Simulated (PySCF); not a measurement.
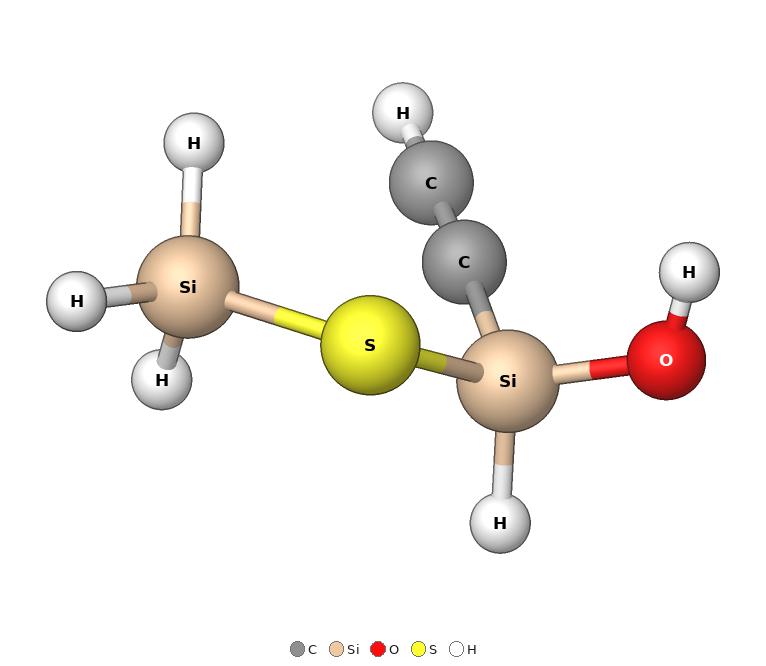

Ball-and-stick drawing of a structure.

The geometry was computed by an optimisation with PBE0-D3(BJ)/def2-SVP. No frequency run is at hand to confirm it as a minimum.

Count the atoms of each element.

C2H6OSSi2, 12 atoms: 2 carbon, 6 hydrogen, 1 oxygen, 1 sulfur and 2 silicon.

What is the point group of this geometry?

C1.

How many bonds of each kind are drawn?

4 Si–H, 2 S–Si, 1 C–C, 1 C–Si, 1 O–Si, 1 C–H, 1 O–H.

More results for the same structure follow; atom numbers are the same in all pictures, views and colours differ.

### Shape

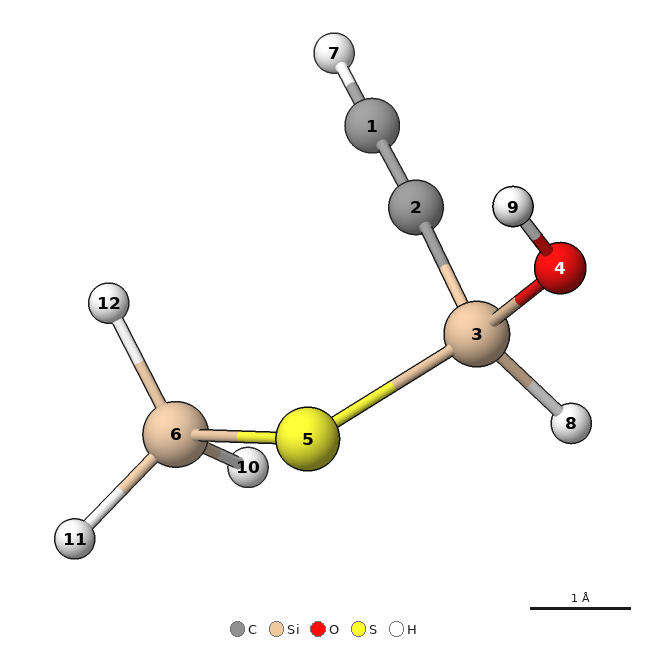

Numbered structure. No frequency run is at hand to confirm it as a minimum.

What is the geometry at C1?

C1 has 2 neighbours (C2 at 1.22, H7 at 1.08 Å); the arrangement is linear.

How are the neighbours of atom 5 arranged?

S5 has 2 neighbours (Si3 at 2.15, Si6 at 2.15 Å); the arrangement is bent.

What is the geometry at O4?

O4 has 2 neighbours (Si3 at 1.65, H9 at 0.96 Å); the arrangement is bent.

Describe the coordination of atom 2.

C2 has 2 neighbours (C1 at 1.22, Si3 at 1.84 Å); the arrangement is linear.

What is the dihedral angle O4–Si3–S5–Si6?

155° in size, that is anti.

### Quadrupole coupling

No frequency run is at hand to confirm it as a minimum. Electric field gradients from the ground-state density, PBE0/STO-3G (PySCF 2.14.0), non-relativistic apart from any core potentials.

Give the largest field-gradient component, the quadrupole coupling constant and the asymmetry for 17O at O4 (Q = −25.6 mb), 33S at S5 (Q = −67.81 mb), 2H at H7 (Q = 2.86 mb), 2H at H8 (Q = 2.86 mb).

```
atom  V_zz (a.u.)  e²qQ/h (MHz)     η
  O4        2.161        −13.00  0.83
  S5       −3.592          57.2  0.46
  H7        0.337         0.227  0.00
  H8        0.153         0.103  0.01
```

### Electronic properties

No frequency run is at hand to confirm it as a minimum. Properties computed with PBE0/STO-3G, gas phase (PySCF 2.14.0).

What is the HOMO energy (Kohn–Sham orbital)?

−3.58 eV.

What is the dipole moment?

1.21 D.

What is the LUMO energy (Kohn–Sham orbital)?

4.24 eV.

### Core levels

No frequency run is at hand to confirm it as a minimum. Properties computed with delta-SCF UKS B3LYP, pcX-2 on the ionised atom, pcseg-1 elsewhere, spin-free X2C (PySCF 2.14.0).

Give the core-electron binding energies (to vacuum; p and d levels without spin–orbit splitting) of C1 1s, C2 1s, Si3 1s, Si3 2p, O4 1s, S5 1s, S5 2p, Si6 1s, Si6 2p.

```csv
atom,level,binding energy (eV)
C1,1s,291.0
C2,1s,290.7
Si3,1s,1846.7
Si3,2p,108.1
O4,1s,538.5
S5,1s,2474.3
S5,2p,168.8
Si6,1s,1845.7
Si6,2p,107.4
```
